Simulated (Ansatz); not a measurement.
**SiTa2 (quintet): density, localisation and related maps**

Input file:

```
crystal:
  periodic: [false, false, false]
  atoms:
    - {symbol: Ta, position_ang: [-0.433225, 0.985389, -0.925874]}
    - {symbol: Ta, position_ang: [0.938965, 0.312046, 1.018278]}
    - {symbol: Si, position_ang: [-0.505741, -1.297435, -0.092404]}
basis:
  gaussian: {orbitals: def2-TZVP, initial_orbitals: start.molden}
magnetization: {spin_polarized: true, initial_magnetization: 4}
hamiltonian: {xc: pbe0, dispersion: d4}
output: {orbitals: {seedname: orbitals}}
```

Launched as:

```sh
ansatz run in.yaml --threads 4 --pin off --events-out ev --progress --plain --max-ram 3916MiB
```

Geometry: PBE-D4/def2-TZVP; core potentials replace the inner electrons of Ta.

Theory: UKS PBE0-D4/def2-TZVP (Ansatz 0.2.0).

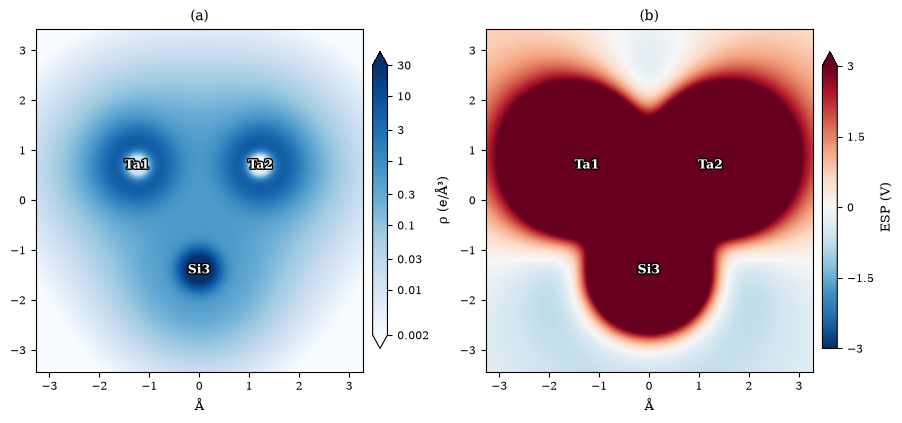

Figure 1. (a) electron density; (b) molecular electrostatic potential on the molecular plane.

> Interpret the plot.

The plane passes through Ta and Si nuclei.
Ta–Si (2.43 Å): the density is about 0.58 e/Å³ at the midpoint.
Ta–Ta (2.47 Å): the density is about 0.64 e/Å³ at the midpoint.
Outside the dense part of the molecule the potential is most negative (−0.8 V) near Si3.

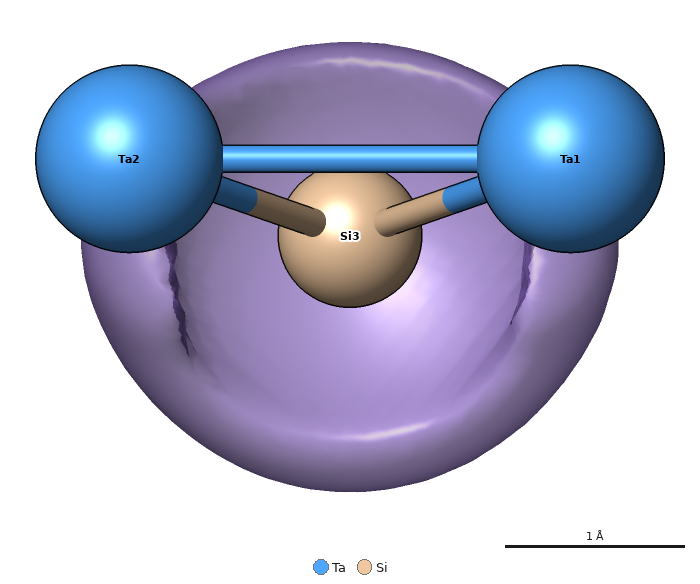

Figure 2. Isosurface of the ELF at 0.8 (purple), seen from one side. Only the valence region is drawn (cores and ρ < 0.01 e/Å³ removed).

> Describe the localisation domains.

At this value the surface marks out one lobe on Si, pointing away from the bonds (non-bonding electrons). Along the contacts the grid gives the following. Ta–Si (2.43 Å): the ELF peaks at about 0.65 in the valence shell of Si, 1.0 Å from its nucleus, and is about 0.50 at the midpoint. Ta–Ta (2.47 Å): the ELF is about 0.35 at the midpoint.

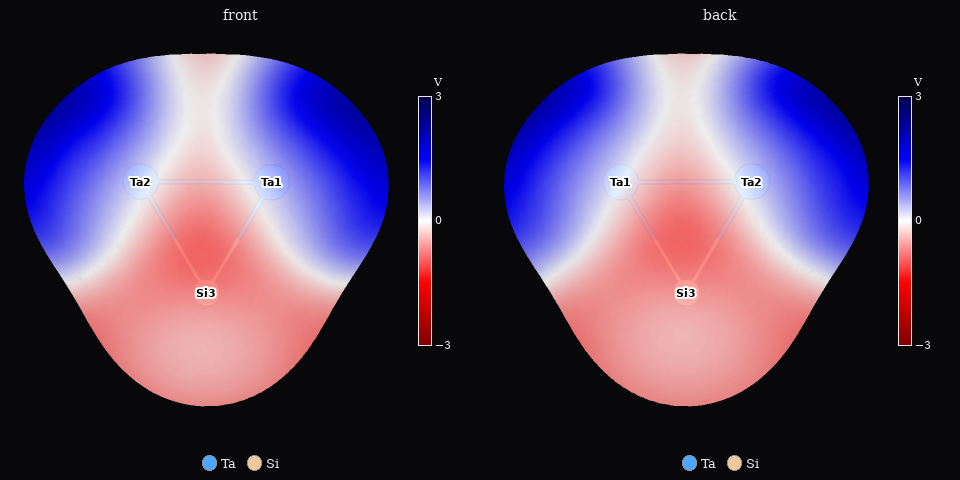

Figure 3. The molecular electrostatic potential painted on the density surface at 0.002 e/bohr³, seen from the front and from behind; red is negative and blue positive.

> Which sites attract a positive test charge, and which a negative one?

A positive charge is drawn to the negative regions and a negative charge to the positive ones. The most negative region (about −0.9 V, or −21 kcal/mol for a unit charge) lies over Si3, the most positive (about +2.2 V, or +51 kcal/mol for a unit charge) over Ta1 and Ta2.
